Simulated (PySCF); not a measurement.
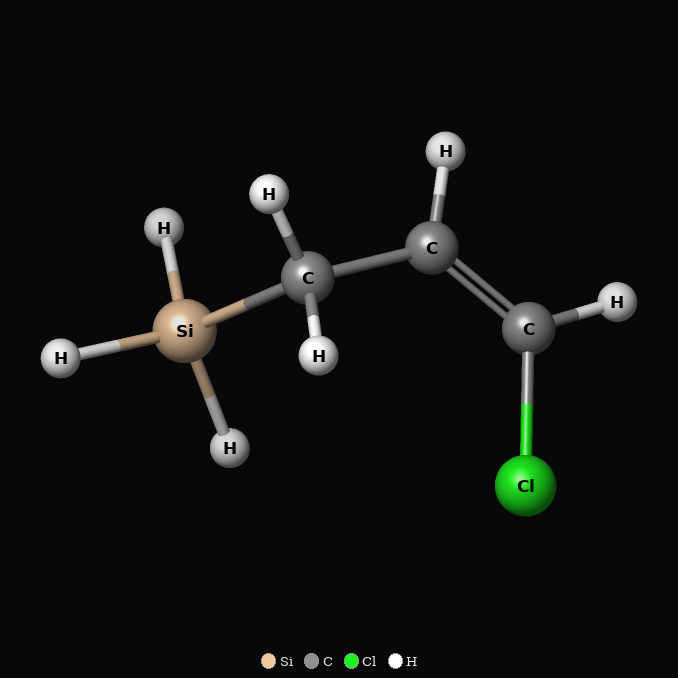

Double and triple bonds are drawn as two and three sticks.

Computed geometry: PBE0-D3(BJ)/def2-SVP optimisation. No frequency run is at hand to confirm it as a minimum.

Identify the structure.

The molecule is C₃H₇ClSi. SMILES: `[SiH3]C/C=C\Cl`. It has no ring. Among its groups: alkene, C–Cl bond, Si–H bond. This geometry has C1 symmetry. Coordination: 1 Si tetrahedral; 1 C tetrahedral; 2 C trigonal planar.

The parts below concern this one geometry. Atoms keep their numbers from picture to picture.

**Shape**

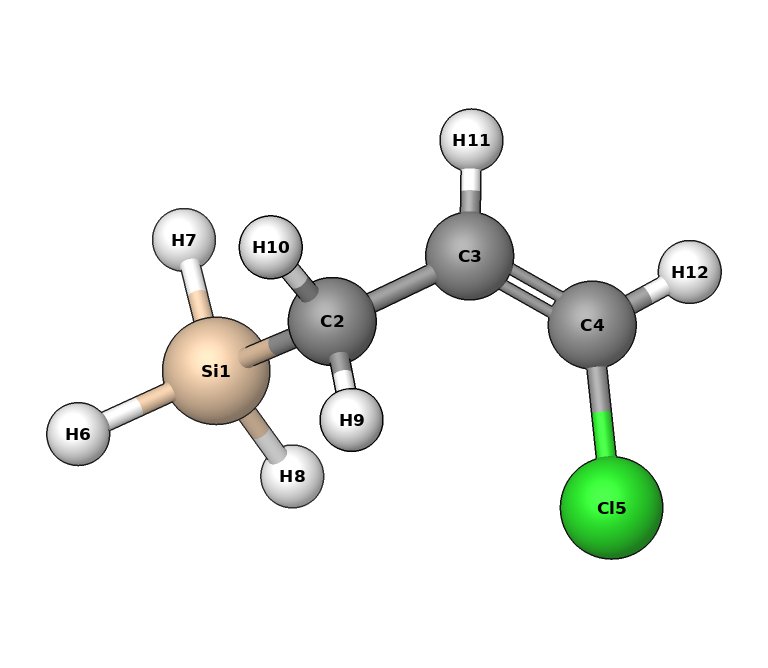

The atoms are numbered. No frequency run is at hand to confirm it as a minimum.

Give these bond angles: C2–Si1–H6, C2–Si1–H7, C2–Si1–H8, Si1–C2–C3, Si1–C2–H9, Si1–C2–H10, C3–C2–H9, C3–C2–H10, C2–C3–C4, C2–C3–H11, C4–C3–H11, C3–C4–Cl5, C3–C4–H12, Cl5–C4–H12.

| angle | degrees |
| --- | --- |
| C2–Si1–H6 | 109.9 |
| C2–Si1–H7 | 109.8 |
| C2–Si1–H8 | 110.0 |
| Si1–C2–C3 | 111.4 |
| Si1–C2–H9 | 107.6 |
| Si1–C2–H10 | 107.8 |
| C3–C2–H9 | 110.8 |
| C3–C2–H10 | 111.1 |
| C2–C3–C4 | 126.3 |
| C2–C3–H11 | 117.9 |
| C4–C3–H11 | 115.8 |
| C3–C4–Cl5 | 123.1 |
| C3–C4–H12 | 123.3 |
| Cl5–C4–H12 | 113.5 |

**Levels of theory compared**

No frequency run is at hand to confirm it as a minimum. Program: PySCF 2.14.0.

Tabulate lowest singlet excitation (eV), HOMO energy (eV), dipole (D) at these levels: B3LYP/def2-SVPD; BHandHLYP/def2-SVPD; CAM-B3LYP/def2-SVPD; HF/def2-SVPD; LC-wPBE/def2-SVPD; LDA/def2-SVPD; PBE/def2-SVPD; PBE0/6-31G*; PBE0/def2-SVP; PBE0/def2-SVPD; ωB97X-D/def2-SVPD.

```json
{"level": "B3LYP/def2-SVPD", "lowest singlet excitation (eV)": "6.03", "HOMO energy (eV)": "−6.86", "dipole (D)": "1.56"}
{"level": "BHandHLYP/def2-SVPD", "lowest singlet excitation (eV)": "6.53", "HOMO energy (eV)": "−8.05", "dipole (D)": "1.66"}
{"level": "CAM-B3LYP/def2-SVPD", "lowest singlet excitation (eV)": "6.42", "HOMO energy (eV)": "−8.36", "dipole (D)": "1.61"}
{"level": "HF/def2-SVPD", "lowest singlet excitation (eV)": "6.93", "HOMO energy (eV)": "−9.52", "dipole (D)": "1.79"}
{"level": "LC-wPBE/def2-SVPD", "lowest singlet excitation (eV)": "6.69", "HOMO energy (eV)": "−9.70", "dipole (D)": "1.67"}
{"level": "LDA/def2-SVPD", "lowest singlet excitation (eV)": "5.61", "HOMO energy (eV)": "−6.11", "dipole (D)": "1.50"}
{"level": "PBE/def2-SVPD", "lowest singlet excitation (eV)": "5.63", "HOMO energy (eV)": "−5.97", "dipole (D)": "1.50"}
{"level": "PBE0/6-31G*", "lowest singlet excitation (eV)": "6.58", "HOMO energy (eV)": "−6.84", "dipole (D)": "1.67"}
{"level": "PBE0/def2-SVP", "lowest singlet excitation (eV)": "6.52", "HOMO energy (eV)": "−6.93", "dipole (D)": "1.40"}
{"level": "PBE0/def2-SVPD", "lowest singlet excitation (eV)": "6.23", "HOMO energy (eV)": "−7.08", "dipole (D)": "1.59"}
{"level": "ωB97X-D/def2-SVPD", "lowest singlet excitation (eV)": "6.47", "HOMO energy (eV)": "−8.89", "dipole (D)": "1.63"}
```

**NMR shielding**

The questions are on isotropic NMR shieldings of the C atoms. No frequency run is at hand to confirm it as a minimum. Level of theory: GIAO WP04/pcSseg-2 NMR shielding, non-relativistic, gas phase (PySCF 2.14.0).

Give the isotropic NMR shieldings of the C atoms atom by atom.

```
atom  σ (ppm)
  C2    157.2
  C3     32.6
  C4     37.1
```

**Bond orders**

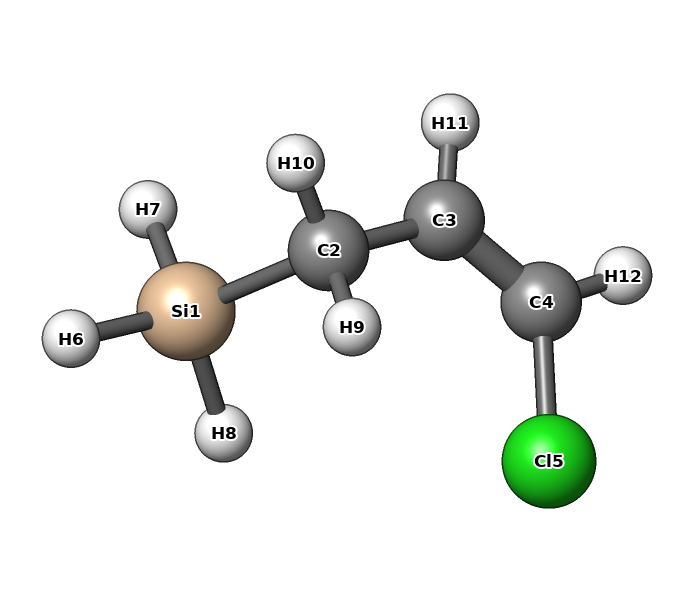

The thickness of each stick grows with its Mayer bond order. No frequency run is at hand to confirm it as a minimum. Computed with PBE0/def2-SVP (PySCF 2.14.0).

Which bond has the highest Mayer bond order?

C3–C4, 1.90, at a length of 1.336 Å.

List the Mayer bond orders of Si1–C2, Si1–H6, Si1–H7, Si1–H8, C2–C3, C2–H9, C2–H10, C3–C4, C3–H11, C4–Cl5, C4–H12.

| bond | Mayer order | length (Å) |
| --- | --- | --- |
| Si1–C2 | 0.94 | 1.899 |
| Si1–H6 | 0.95 | 1.496 |
| Si1–H7 | 0.95 | 1.495 |
| Si1–H8 | 0.96 | 1.492 |
| C2–C3 | 1.05 | 1.488 |
| C2–H9 | 0.93 | 1.102 |
| C2–H10 | 0.93 | 1.102 |
| C3–C4 | 1.90 | 1.336 |
| C3–H11 | 0.95 | 1.096 |
| C4–Cl5 | 1.04 | 1.730 |
| C4–H12 | 0.94 | 1.091 |
